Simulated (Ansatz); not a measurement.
# Geometry relaxation, with input and output: WH2BrClOF4 (part 2 of 2)

Continued. System: WH2BrClOF4. Method: RKS PBE/def2-SVP (Ansatz 0.2.0). The input holds or restrains some coordinates. It belongs to a series of runs on one base structure; here: pulled along the bonds that form and break, towards end B.

Geometry of the input (Å):
```
W  0.0000  0.0000  0.0000
Cl 0.0000  0.0000  2.7400
O  1.9400  0.0000  0.0000
H  2.2771  -0.9519  -0.0197
F  0.0000  1.8500  0.0000
F  -1.8500  0.0000  0.0000
F  0.0000  -1.8500  0.0000
F  0.0000  0.0000  -1.8500
Br 1.8861  1.9648  0.9050
H  1.0602  1.1044  2.2512
```

**Trajectory as extended XYZ, continued**
```
10
Properties=species:S:1:pos:R:3:forces:R:3 step=6 energy=-97298.65456
W     0.2548    0.2852   -0.2628   -0.2712   0.0125   0.0869
Cl   -0.0038   -0.0238    3.2935    0.7574   0.8203  -0.6244
O     2.0423   -0.3902   -0.2303    0.2913  -0.2195  -0.2697
H     2.2194   -1.3499   -0.1170   -0.3407  -0.0042  -0.1079
F    -0.5963    1.9848   -0.3710   -0.0822  -0.1551  -0.5044
F    -1.5655   -0.0405    0.1503    0.2099   0.1035   0.2971
F     0.0782   -1.5831    0.1137    0.0991  -0.0666   0.1064
F     0.1676    0.1821   -2.0935    0.1034   0.1023   0.0497
Br    1.8582    2.1150    0.6378   -0.1551   0.0634   0.6025
H     0.8584    0.9378    2.9058   -0.6119  -0.6565   0.3637
10
Properties=species:S:1:pos:R:3:forces:R:3 step=7 energy=-97298.90918
W     0.2717    0.2917   -0.2938   -0.2064   0.3638   0.4095
Cl   -0.0011   -0.0370    3.2593    0.9681   1.0622  -0.3368
O     2.0549   -0.4103   -0.3208    0.1155  -0.2024  -0.1906
H     2.1533   -1.3854   -0.1804   -0.2008   0.3875  -0.1386
F    -0.6057    1.9696   -0.5593    0.2625  -0.2710  -0.4169
F    -1.5089   -0.0149    0.2504    0.1153   0.2189   0.2412
F     0.1023   -1.5620    0.1459    0.0757  -0.2541  -0.0265
F     0.1896    0.1779   -2.1260    0.0359  -0.1151  -0.0770
Br    1.7716    2.1073    0.7583   -0.2868  -0.1990   0.3710
H     0.8856    0.9805    3.0930   -0.8789  -0.9908   0.1648
10
Properties=species:S:1:pos:R:3:forces:R:3 step=8 energy=-97299.13538
W     0.2807    0.3040   -0.2988   -0.2113   0.4904   0.3046
Cl    0.0023   -0.0626    3.2530    0.9188   0.9686  -0.0954
O     2.0604   -0.3975   -0.3874   -0.0081  -0.0623  -0.0221
H     2.1188   -1.3712   -0.2311   -0.0454   0.2963  -0.1351
F    -0.5754    1.9537   -0.7512    0.3550  -0.3443  -0.2057
F    -1.4628    0.0596    0.3763    0.3037   0.2671   0.1588
F     0.1115   -1.5540    0.1459   -0.0210  -0.0937  -0.1204
F     0.1961    0.1137   -2.1312   -0.0421  -0.2537  -0.1070
Br    1.6961    2.1095    0.8521   -0.4029  -0.3014   0.1806
H     0.8858    0.9620    3.1989   -0.8467  -0.9670   0.0416
10
Properties=species:S:1:pos:R:3:forces:R:3 step=9 energy=-97299.35944
W     0.2772    0.3208   -0.3167   -0.4535   0.6249   0.1751
Cl    0.0688   -0.1424    3.2364    0.8750   0.8842   0.0724
O     2.0589   -0.3655   -0.3524   -0.0541  -0.0379   0.0992
H     2.1198   -1.3360   -0.1865    0.0045   0.2322  -0.1436
F    -0.5327    1.9348   -0.9457    0.3806  -0.4179  -0.0940
F    -1.4188    0.1941    0.4892    0.4246   0.2483   0.1189
F     0.0465   -1.5373    0.0689   -0.0206  -0.0113  -0.1326
F     0.1890   -0.0027   -2.1384    0.0284  -0.2355  -0.0727
Br    1.5703    2.1579    0.9128   -0.3797  -0.3392   0.0230
H     0.9346    0.8937    3.2588   -0.8053  -0.9476  -0.0457
10
Properties=species:S:1:pos:R:3:forces:R:3 step=10 energy=-97299.54843
W     0.2641    0.3327   -0.3269   -0.4394   0.5662   0.0406
Cl    0.1197   -0.2113    3.2260    0.7681   0.7400   0.2150
O     2.0508   -0.3263   -0.3035   -0.0400  -0.0240   0.1212
H     2.1237   -1.3052   -0.2131   -0.0002   0.2103  -0.0931
F    -0.4762    1.9065   -1.1097    0.2915  -0.4819   0.0874
F    -1.3624    0.3259    0.6211    0.5472   0.1527  -0.1680
F    -0.0096   -1.5251    0.0028   -0.1306   0.1541  -0.0313
F     0.1981   -0.1197   -2.1363    0.0273  -0.1067   0.0579
Br    1.4604    2.1944    0.9607   -0.3399  -0.3487  -0.1260
H     0.9447    0.8454    3.3054   -0.6840  -0.8619  -0.1037
10
Properties=species:S:1:pos:R:3:forces:R:3 step=11 energy=-97299.69439
W     0.2436    0.3520   -0.3267   -0.0761   0.6114   0.0063
Cl    0.2046   -0.3576    3.2020    0.6540   0.6841   0.2101
O     2.0404   -0.2563   -0.2436   -0.0616  -0.1689   0.1051
H     2.1549   -1.2352   -0.2602    0.0120   0.1987  -0.0247
F    -0.3829    1.8591   -1.2802    0.1474  -0.2550   0.0197
F    -1.3487    0.5160    0.6419    0.1384   0.0516  -0.0427
F    -0.1091   -1.4562    0.0933   -0.0021   0.0052  -0.0003
F     0.2149   -0.2826   -2.0894   -0.0236  -0.0340  -0.0145
Br    1.3149    2.2483    1.0106   -0.1990  -0.3066  -0.1568
H     0.9809    0.7298    3.2789   -0.5895  -0.7865  -0.1023
10
Properties=species:S:1:pos:R:3:forces:R:3 step=12 energy=-97299.71587
W     0.2247    0.3751   -0.3237    0.1438   0.3080  -0.0870
Cl    0.3400   -0.4945    3.1725    0.6542   1.1593   0.2246
O     2.0166   -0.2342   -0.1804   -0.0488  -0.0473  -0.0267
H     2.1492   -1.2072   -0.2551   -0.0253   0.1520   0.0070
F    -0.3301    1.8357   -1.3788    0.1018  -0.1052   0.1568
F    -1.3669    0.6053    0.6306    0.1009   0.0346  -0.0349
F    -0.1499   -1.4162    0.1365   -0.1007   0.0318  -0.0144
F     0.2157   -0.3438   -2.0634    0.0301  -0.0277   0.1245
Br    1.2728    2.2805    1.0232   -0.2453  -0.2980  -0.2038
H     0.9414    0.7166    3.2652   -0.6108  -1.2074  -0.1460
10
Properties=species:S:1:pos:R:3:forces:R:3 step=13 energy=-97299.75083
W     0.2188    0.3739   -0.3136    0.0717   0.3385   0.0533
Cl    0.4163   -0.5665    3.1514    0.3972   0.8699   0.1952
O     2.0116   -0.2076   -0.1703   -0.0476   0.1427   0.0761
H     2.1965   -1.1604   -0.2879    0.0243  -0.1739  -0.0276
F    -0.2610    1.8122   -1.4170    0.0020  -0.0147  -0.0433
F    -1.3721    0.6861    0.6178   -0.0272   0.0584   0.0107
F    -0.2304   -1.3810    0.1947    0.0717  -0.0350  -0.0165
F     0.2090   -0.4183   -2.0189    0.0013   0.0017  -0.0261
Br    1.2196    2.3022    1.0389   -0.1430  -0.3057  -0.1216
H     0.9051    0.6768    3.2314   -0.3504  -0.8818  -0.1001
10
Properties=species:S:1:pos:R:3:forces:R:3 step=14 energy=-97299.75091
W     0.2186    0.3739   -0.3133    0.0680   0.3376   0.0554
Cl    0.4163   -0.5666    3.1517    0.3974   0.8682   0.1933
O     2.0110   -0.2083   -0.1680   -0.0484   0.1705   0.0793
H     2.1964   -1.1600   -0.2895    0.0275  -0.1988  -0.0306
F    -0.2622    1.8116   -1.4170    0.0018  -0.0121  -0.0426
F    -1.3720    0.6865    0.6186   -0.0258   0.0587   0.0107
F    -0.2318   -1.3809    0.1938    0.0700  -0.0367  -0.0157
F     0.2114   -0.4179   -2.0186    0.0026  -0.0010  -0.0289
Br    1.2195    2.3027    1.0385   -0.1425  -0.3067  -0.1216
H     0.9062    0.6763    3.2304   -0.3506  -0.8798  -0.0991
10
Properties=species:S:1:pos:R:3:forces:R:3 step=15 energy=-97299.74394 accepted=F
W     0.1961    0.3842   -0.3184    0.2229   0.2910  -0.0326
Cl    0.5670   -0.6146    3.1212    0.2832   1.1067   0.2548
O     1.9774   -0.2162   -0.1039   -0.0236   0.1686  -0.0109
H     2.1607   -1.1678   -0.2431   -0.0188  -0.1143  -0.0157
F    -0.2479    1.8101   -1.4562    0.0168  -0.0155   0.0695
F    -1.4124    0.7202    0.5795    0.0585  -0.0281   0.0061
F    -0.2635   -1.3721    0.1712   -0.0846  -0.0059   0.0409
F     0.2459   -0.4173   -2.0217    0.0154   0.0024   0.0282
Br    1.1923    2.3058    1.0474   -0.1998  -0.2727  -0.1693
H     0.8978    0.6850    3.2504   -0.2699  -1.1322  -0.1711
10
Properties=species:S:1:pos:R:3:forces:R:3 step=16 energy=-97299.75245
W     0.2102    0.3799   -0.3154    0.1205   0.2891   0.0520
Cl    0.4873   -0.5937    3.1335    0.3410   0.9541   0.2184
O     1.9959   -0.2137   -0.1356   -0.0014   0.1024   0.0233
H     2.1759   -1.1680   -0.2698   -0.0121  -0.0526  -0.0045
F    -0.2527    1.8096   -1.4378    0.0022   0.0027  -0.0063
F    -1.3851    0.7086    0.6056    0.0015  -0.0114  -0.0059
F    -0.2422   -1.3756    0.1876   -0.0296  -0.0060  -0.0026
F     0.2272   -0.4188   -2.0189    0.0116  -0.0089  -0.0047
Br    1.1965    2.3108    1.0428   -0.1266  -0.3021  -0.1446
H     0.9004    0.6782    3.2342   -0.3071  -0.9672  -0.1250
10
Properties=species:S:1:pos:R:3:forces:R:3 step=17 energy=-97299.75707
W     0.1928    0.3837   -0.3134    0.1319   0.2660  -0.0103
Cl    0.5316   -0.6131    3.1238    0.3095   0.8932   0.2007
O     1.9726   -0.2080   -0.0754    0.0230   0.1106   0.0091
H     2.1637   -1.1520   -0.2531   -0.0186  -0.1164  -0.0202
F    -0.2592    1.7988   -1.4578   -0.0069   0.0204   0.0364
F    -1.4120    0.7267    0.5885    0.0455   0.0068   0.0112
F    -0.2870   -1.3688    0.1715   -0.0268   0.0063   0.0032
F     0.2773   -0.4207   -2.0138    0.0224  -0.0169   0.0270
Br    1.1832    2.3161    1.0389   -0.1892  -0.2666  -0.1386
H     0.9505    0.6547    3.2173   -0.2907  -0.9033  -0.1185
10
Properties=species:S:1:pos:R:3:forces:R:3 step=18 energy=-97299.75938
W     0.1831    0.3862   -0.3116    0.1326   0.2220  -0.0406
Cl    0.5268   -0.6173    3.1240    0.3716   0.8900   0.1712
O     1.9561   -0.2109   -0.0201    0.0154   0.0923  -0.0083
H     2.1511   -1.1445   -0.2511   -0.0416  -0.0498  -0.0067
F    -0.2809    1.7866   -1.4687   -0.0082   0.0171   0.0493
F    -1.4181    0.7423    0.5940    0.0670  -0.0177  -0.0046
F    -0.3206   -1.3653    0.1501   -0.0412   0.0278  -0.0050
F     0.3356   -0.4166   -2.0112    0.0255  -0.0013   0.0872
Br    1.1568    2.3320    1.0330   -0.1605  -0.2860  -0.1438
H     1.0236    0.6248    3.1881   -0.3607  -0.8943  -0.0986
```

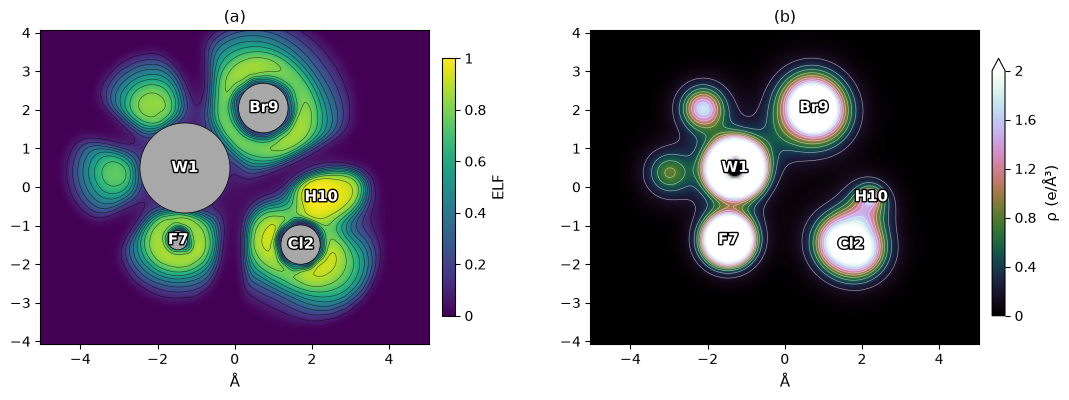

Figure 1. (a) ELF; (b) electron density on the plane of atoms F7, W1 and Br9. Grey discs, where drawn, cover atomic cores. Atoms in the plane: W, Cl, F, Br and H. W1···Cl2 (3.60 Å): ρ at the midpoint is about 0.05 e/Å³; the ELF is only about 0 between them. W–F (1.88 Å): ρ at the midpoint is about 1.1 e/Å³; the ELF peaks at about 0.85 in the valence shell of F, 0.5 Å from its nucleus, and drops to about 0.25 between the two atoms.

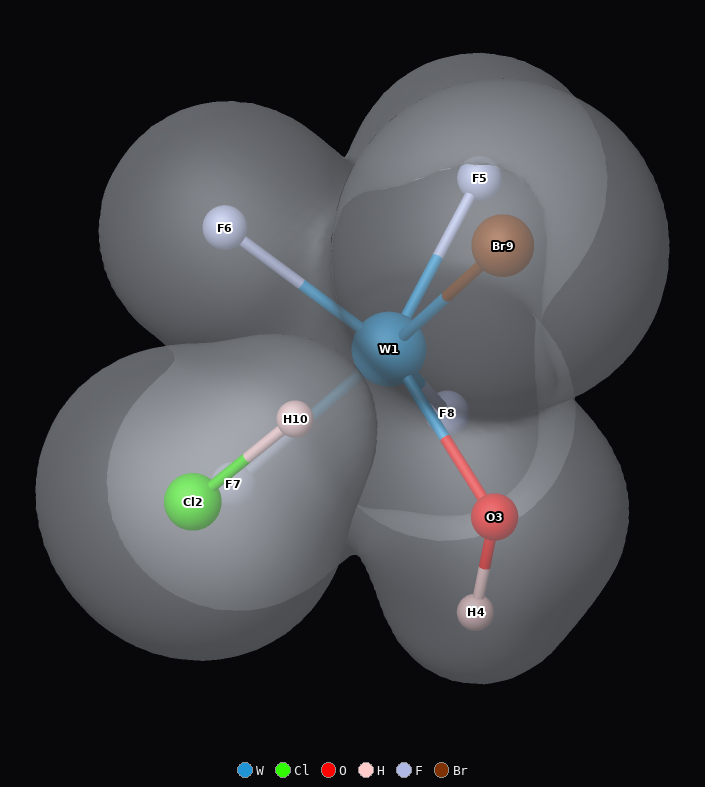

Figure 2. Isosurface of the electron density at 0.1 e/Å³ (grey), seen at an oblique angle. At this value the surface falls into two separate pieces. It is pinched off along the W···Cl (3.60 Å) contacts. On the grid the lowest density along these lines, outside the cores, is 0.05 e/Å³ (W···Cl, 3.60 Å), 1 e/Å³ (W–F, 1.87 Å), 1.1 e/Å³ (W–O, 1.89 Å) and 0.52 e/Å³ (W–Br, 2.56 Å).

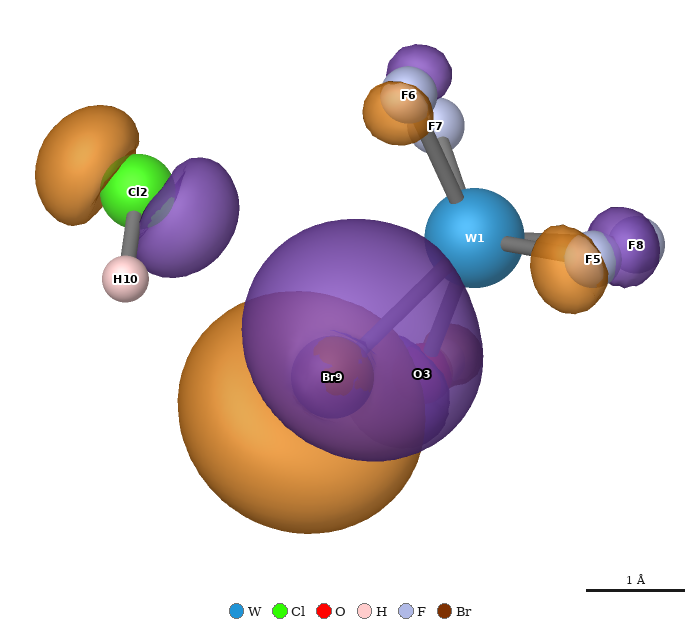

Figure 3. One frontier orbital at ±0.1 Å⁻³ᐟ² (orange and purple are the two phases), seen from the side. The HOMO, at −7.41 eV.

**Results in brief**

| quantity | value |
| --- | --- |
| outcome | converged under the restraints of the input |
| total energy | −97299.7594 eV |
| mean-field energy | −97299.7594 eV |
| largest force (length of the vector) at the end, held atoms and coordinates included | 0.980 eV/Å |
| wall time | 62 s (CPU time 3.9 min) |
| peak memory | 0.29 GiB |
